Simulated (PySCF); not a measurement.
# One shape, several levels: Si2H4ClF (SMILES F[SiH]([SiH3])Cl)

Aim: a comparison of 6 runs (HF/STO-3G, HF/3-21G, HF/def2-SVP, PBE/6-31G, B3LYP/6-31G*, TPSS/def2-SVP) of Si2H4ClF. 

The calculation is run with PySCF 2.14.0.

1 further run of the same task is left out (set aside as unsound or not needed).

## 1. The system as given

Si2H4ClF: 8 atoms, total charge 0, spin state singlet. SMILES: `F[SiH]([SiH3])Cl`. Geometry: relaxed at PBE0-D4/def2-TZVP.

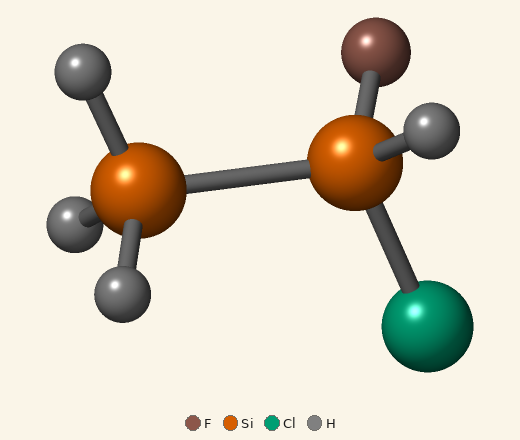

The structure, seen from a chosen angle (fluorine brown, silicon orange, chlorine teal, hydrogen grey).

## 2. Energy and gradient at HF/STO-3G (run 1)

geometry.xyz

```xyz
8
ClFH4Si2
F     -1.329000     1.796800     0.161200
Si    -0.382900     0.812800    -0.667700
Si     0.539000    -0.793000     0.761300
Cl    -1.534100    -0.130100    -2.075900
H      0.596600     1.655400    -1.392300
H      1.355700    -0.131100     1.812300
H      1.403500    -1.693800    -0.044400
H     -0.556600    -1.574100     1.389600
```

calc.py

```python
import pyscf.grad
from pyscf import gto

mol = gto.M(
    atom='geometry.xyz',
    basis='sto-3g',
    max_memory=1860,
    spin=0,
    charge=0,
    verbose=4,
)

mf = mol.RHF()
mf.conv_tol = 1e-10
mf.kernel()
if not mf.converged:
    mf = mf.newton().run(mf.mo_coeff, mf.mo_occ)

etot = mf.e_tot
print('E = %.10f Eh' % etot)
grad = mf.Gradients().kernel()
mf.analyze()
```

On the command line:

```
$ OMP_NUM_THREADS=1 python calc.py
```

The log of the run:

```text
PySCF version 2.14.0

[... 75 lines left out ...]
Nuclear Repulsion Energy =             276.204993626188752
[... 3 lines left out ...]
DFT Exchange-Correlation Energy =      -80.318108777462839
[... 5 lines left out ...]
MO #4   energy= -25.8647058883406  occ= 2
[... 3 lines left out ...]
MO #8   energy= -7.75772877642325  occ= 2
[... 3 lines left out ...]
MO #12  energy= -4.08017844263977  occ= 2
[... 3 lines left out ...]
MO #16  energy= -3.99796343688741  occ= 2
[... 3 lines left out ...]
MO #20  energy= -0.641852907809978 occ= 2
[... 3 lines left out ...]
MO #24  energy= -0.446297904173845 occ= 2
[... 3 lines left out ...]
MO #28  energy= -0.379358189060838 occ= 2
[... 3 lines left out ...]
MO #32  energy= 0.44292033688946   occ= 0
[... 3 lines left out ...]
MO #36  energy= 0.589123697927664  occ= 0
[... 8 lines left out ...]
pop of  1 Si 2s           1.99988
pop of  1 Si 3s           1.16556
pop of  1 Si 2px          1.99911
pop of  1 Si 2py          1.99907
pop of  1 Si 2pz          1.99903
pop of  1 Si 3px          0.69832
pop of  1 Si 3py          0.75848
pop of  1 Si 3pz          0.70818
pop of  2 Si 1s           2.00000
pop of  2 Si 2s           1.99979
pop of  2 Si 3s           1.15445
pop of  2 Si 2px          1.99891
pop of  2 Si 2py          1.99894
pop of  2 Si 2pz          1.99892
pop of  2 Si 3px          0.80336
pop of  2 Si 3py          0.81026
pop of  2 Si 3pz          0.80509
pop of  3 Cl 1s           2.00000
pop of  3 Cl 2s           1.99989
pop of  3 Cl 3s           1.92589
pop of  3 Cl 2px          1.99989
pop of  3 Cl 2py          1.99992
pop of  3 Cl 2pz          1.99984
pop of  3 Cl 3px          1.81347
pop of  3 Cl 3py          1.86891
pop of  3 Cl 3pz          1.73603
pop of  4 H 1s            1.13278
pop of  5 H 1s            1.12587
pop of  6 H 1s            1.12497
pop of  7 H 1s            1.12164
 ** Mulliken atomic charges  **
charge of    0F =     -0.25357
charge of    1Si =      0.67238
charge of    2Si =      0.43028
charge of    3Cl =     -0.34383
charge of    4H =     -0.13278
charge of    5H =     -0.12587
charge of    6H =     -0.12497
charge of    7H =     -0.12164
Dipole moment(X, Y, Z, Debye):  2.45163,  0.29019,  1.90970
```

Wall time 4.8 s (1 thread of Intel Xeon at 2.50GHz (Skylake/Cascade Lake), shared host); peak memory 0.12 GiB.

## 3. Energy and gradient at HF/3-21G (run 2)

calc.py

```python
# F[SiH]([SiH3])Cl
import pyscf.grad
from pyscf import gto, scf

mol = gto.M(
    atom='''
F     -1.329000     1.796800     0.161200
Si    -0.382900     0.812800    -0.667700
Si     0.539000    -0.793000     0.761300
Cl    -1.534100    -0.130100    -2.075900
H      0.596600     1.655400    -1.392300
H      1.355700    -0.131100     1.812300
H      1.403500    -1.693800    -0.044400
H     -0.556600    -1.574100     1.389600
''',
    basis='3-21g',
    verbose=4,
    max_memory=1860,
)

mf = scf.RHF(mol)
mf.conv_tol = 1e-10
mf.kernel()
if not mf.converged:
    mf = mf.newton().run(mf.mo_coeff, mf.mo_occ)

energy = mf.e_tot
print('Final energy', energy)
grad = mf.Gradients().kernel()
dip = mf.dip_moment()
pop, q = mf.mulliken_pop()
```

On the command line:

```
$ OMP_NUM_THREADS=1 python calc.py
```

The log of the run:

```text
PySCF version 2.14.0

[... 62 lines left out ...]
converged SCF energy = -1133.39418503744
Final energy -1133.3941850374354
[... 11 lines left out ...]
Dipole moment(X, Y, Z, Debye):  2.70048, -0.30520,  1.28377
[... 26 lines left out ...]
pop of  2 Si 4s           0.68384
pop of  2 Si 2px          1.95785
pop of  2 Si 2py          1.95761
pop of  2 Si 2pz          1.95754
pop of  2 Si 3px          0.56230
pop of  2 Si 3py          0.56358
pop of  2 Si 3pz          0.55953
pop of  2 Si 4px          0.22205
pop of  2 Si 4py          0.24137
pop of  2 Si 4pz          0.22168
pop of  3 Cl 1s           1.99860
pop of  3 Cl 2s           1.95910
pop of  3 Cl 3s           1.10521
pop of  3 Cl 4s           0.95114
pop of  3 Cl 2px          1.96868
pop of  3 Cl 2py          1.96949
pop of  3 Cl 2pz          1.96781
pop of  3 Cl 3px          1.01246
pop of  3 Cl 3py          1.03854
pop of  3 Cl 3pz          0.99068
pop of  3 Cl 4px          0.83450
pop of  3 Cl 4py          0.86621
pop of  3 Cl 4pz          0.81442
pop of  4 H 1s            0.42893
pop of  4 H 2s            0.77001
pop of  5 H 1s            0.41765
pop of  5 H 2s            0.72446
pop of  6 H 1s            0.41762
pop of  6 H 2s            0.72308
pop of  7 H 1s            0.41734
pop of  7 H 2s            0.71271
 ** Mulliken atomic charges  **
charge of    0F =     -0.48745
charge of    1Si =      1.15348
charge of    2Si =      0.42259
charge of    3Cl =     -0.47683
charge of    4H =     -0.19894
charge of    5H =     -0.14211
charge of    6H =     -0.14070
charge of    7H =     -0.13005
```

Run time: 4.5 s. Hardware: 1 thread of Intel Xeon at 2.50GHz (Skylake/Cascade Lake), shared host; peak memory 0.13 GiB.

Run 3 isn't shown in full; the table further down has it.

## 4. Energy and forces at PBE/6-31G (run 4)

calc.py

```python
import pyscf.grad
from pyscf import gto, dft

mol = gto.M(
    atom=[
    ('F', (-1.329000, 1.796800, 0.161200)),
    ('Si', (-0.382900, 0.812800, -0.667700)),
    ('Si', (0.539000, -0.793000, 0.761300)),
    ('Cl', (-1.534100, -0.130100, -2.075900)),
    ('H', (0.596600, 1.655400, -1.392300)),
    ('H', (1.355700, -0.131100, 1.812300)),
    ('H', (1.403500, -1.693800, -0.044400)),
    ('H', (-0.556600, -1.574100, 1.389600)),
],
    basis='6-31g',
    verbose=4,
    spin=0,
    max_memory=1860,
    charge=0,
)

mf = dft.RKS(mol, xc='pbe')
mf.grids.level = 5
mf.conv_tol = 1e-10
mf.kernel()
if not mf.converged:
    mf = mf.newton().run(mf.mo_coeff, mf.mo_occ)

energy = mf.e_tot
print('E = %.10f Eh' % energy)
grad = mf.Gradients().kernel()
dip = mf.dip_moment()
pop, q = mf.mulliken_pop()
```

On the command line:

```
$ OMP_NUM_THREADS=1 python calc.py
```

The log of the run:

```text
PySCF version 2.14.0

[... 81 lines left out ...]
converged SCF energy = -1140.76211374984
[... 13 lines left out ...]
Dipole moment(X, Y, Z, Debye):  2.33945, -0.53802,  0.80773
[... 26 lines left out ...]
pop of  2 Si 4s           0.34858
pop of  2 Si 2px          1.98685
pop of  2 Si 2py          1.98663
pop of  2 Si 2pz          1.98667
pop of  2 Si 3px          0.70866
pop of  2 Si 3py          0.70142
pop of  2 Si 3pz          0.70080
pop of  2 Si 4px          0.12698
pop of  2 Si 4py          0.13929
pop of  2 Si 4pz          0.13392
pop of  3 Cl 1s           1.99966
pop of  3 Cl 2s           1.99692
pop of  3 Cl 3s           1.40964
pop of  3 Cl 4s           0.57972
pop of  3 Cl 2px          1.99046
pop of  3 Cl 2py          1.99082
pop of  3 Cl 2pz          1.99013
pop of  3 Cl 3px          1.20979
pop of  3 Cl 3py          1.24641
pop of  3 Cl 3pz          1.18652
pop of  3 Cl 4px          0.54699
pop of  3 Cl 4py          0.58263
pop of  3 Cl 4pz          0.51764
pop of  4 H 1s            0.50869
pop of  4 H 2s            0.56759
pop of  5 H 1s            0.49897
pop of  5 H 2s            0.54574
pop of  6 H 1s            0.49877
pop of  6 H 2s            0.54659
pop of  7 H 1s            0.49893
pop of  7 H 2s            0.53348
 ** Mulliken atomic charges  **
charge of    0F =     -0.38104
charge of    1Si =      0.69110
charge of    2Si =      0.13603
charge of    3Cl =     -0.24733
charge of    4H =     -0.07628
charge of    5H =     -0.04471
charge of    6H =     -0.04536
charge of    7H =     -0.03241
```

Run time: 39 s. Hardware: 1 thread of Intel Xeon at 2.50GHz (Skylake/Cascade Lake), shared host; peak memory 0.57 GiB.

Run 5 isn't shown in full; the table further down has it.

## 5. Energy and gradient at TPSS/def2-SVP (run 6)

input.xyz

```xyz
8
ClFH4Si2
F     -1.329000     1.796800     0.161200
Si    -0.382900     0.812800    -0.667700
Si     0.539000    -0.793000     0.761300
Cl    -1.534100    -0.130100    -2.075900
H      0.596600     1.655400    -1.392300
H      1.355700    -0.131100     1.812300
H      1.403500    -1.693800    -0.044400
H     -0.556600    -1.574100     1.389600
```

calc.py

```python
import pyscf.grad
from pyscf import gto, dft

mol = gto.M(
    atom='input.xyz',
    max_memory=1860,
    verbose=4,
    basis='def2-svp',
    charge=0,
)

mf = dft.RKS(mol)
mf.xc = 'tpss'
mf.conv_tol = 1e-10
mf.grids.level = 5
mf.kernel()
if not mf.converged:
    mf = mf.newton().run(mf.mo_coeff, mf.mo_occ)

etot = mf.e_tot
print('Final energy', etot)
grad = mf.Gradients().kernel()
mf.analyze()
```

On the command line:

```
$ OMP_NUM_THREADS=1 python calc.py
```

The log of the run:

```text
PySCF version 2.14.0

[... 95 lines left out ...]
Two-electron Energy =                  712.095680428099172
[... 10 lines left out ...]
MO #7   energy= -7.0257549715325   occ= 2
[... 8 lines left out ...]
MO #16  energy= -3.50400534830001  occ= 2
[... 8 lines left out ...]
MO #25  energy= -0.338431841759703 occ= 2
[... 8 lines left out ...]
MO #34  energy= 0.0521703061332195 occ= 0
[... 8 lines left out ...]
MO #43  energy= 0.327390797877395  occ= 0
[... 8 lines left out ...]
MO #52  energy= 0.545282307208673  occ= 0
[... 8 lines left out ...]
MO #61  energy= 0.886180820845726  occ= 0
[... 8 lines left out ...]
MO #70  energy= 1.30424557484184   occ= 0
[... 8 lines left out ...]
MO #79  energy= 1.74156584069742   occ= 0
[... 8 lines left out ...]
MO #88  energy= 3.47972532952689   occ= 0
[... 60 lines left out ...]
pop of  3 Cl 3py          1.84578
pop of  3 Cl 3pz          1.75095
pop of  3 Cl 4px          0.00092
pop of  3 Cl 4py          0.00090
pop of  3 Cl 4pz          0.00108
pop of  3 Cl 3dxy         0.00225
pop of  3 Cl 3dyz         0.00307
pop of  3 Cl 3dz^2        0.00213
pop of  3 Cl 3dxz         0.00419
pop of  3 Cl 3dx2-y2      0.00134
pop of  4 H 1s            1.10392
pop of  4 H 2s            0.00650
pop of  4 H 2px           0.00155
pop of  4 H 2py           0.00169
pop of  4 H 2pz           0.00127
pop of  5 H 1s            1.07003
pop of  5 H 2s            0.00479
pop of  5 H 2px           0.00102
pop of  5 H 2py           0.00062
pop of  5 H 2pz           0.00171
pop of  6 H 1s            1.06818
pop of  6 H 2s            0.00473
pop of  6 H 2px           0.00114
pop of  6 H 2py           0.00128
pop of  6 H 2pz           0.00095
pop of  7 H 1s            1.06240
pop of  7 H 2s            0.00501
pop of  7 H 2px           0.00178
pop of  7 H 2py           0.00095
pop of  7 H 2pz           0.00061
 ** Mulliken atomic charges  **
charge of    0F =     -0.44396
charge of    1Si =      0.82516
charge of    2Si =      0.22542
charge of    3Cl =     -0.26648
charge of    4H =     -0.11493
charge of    5H =     -0.07818
charge of    6H =     -0.07627
charge of    7H =     -0.07075
Dipole moment(X, Y, Z, Debye):  1.32170, -0.38860,  0.43780
```

Run time: 63 s. Hardware: 1 thread of Intel Xeon at 2.50GHz (Skylake/Cascade Lake), shared host; peak memory 0.87 GiB.

## 6. The series

```tsv
run	level	integration grid	energy (Eh)	dipole moment (D)	HOMO energy (eV)	LUMO energy (eV)	wall time
1	HF/STO-3G	–	-1126.236893	3.12	-8.88	8.91	4.8 s
2	HF/3-21G	–	-1133.394185	3.01	-11.47	2.87	4.5 s
3	HF/def2-SVP	–	-1138.825926	1.89	-11.31	3.11	12 s
4	PBE/6-31G	5	-1140.762114	2.53	-7.33	-1.11	39 s
5	B3LYP/6-31G* (spherical functions)	5	-1141.524847	1.82	-8.12	-0.43	55 s
6	TPSS/def2-SVP	5	-1141.201946	1.45	-7.27	-0.96	63 s
```

## 7. Results

| quantity | value |
| --- | --- |
| run 6: total energy | -1141.20195 Eh |
| run 6: dipole moment | 1.45 D |
| run 6: HOMO energy | -7.27 eV |
| run 6: LUMO energy | -0.96 eV |
| run 6: HOMO–LUMO gap | 6.31 eV |
| run 6: largest force on an atom | 1.390 eV/Å |

**Reading.** The dipole moment (its size) runs from 1.45 D (TPSS/def2-SVP) to 3.12 D (HF/STO-3G). The two ends differ in method and basis. The HOMO–LUMO gap runs from 6.22 eV (PBE/6-31G) to 17.78 eV (HF/STO-3G). Totals of different functionals can't be ranked against each other. In run 1 the basis is minimal, so the values are rough. All runs together took 3 min, the longest 63 s.
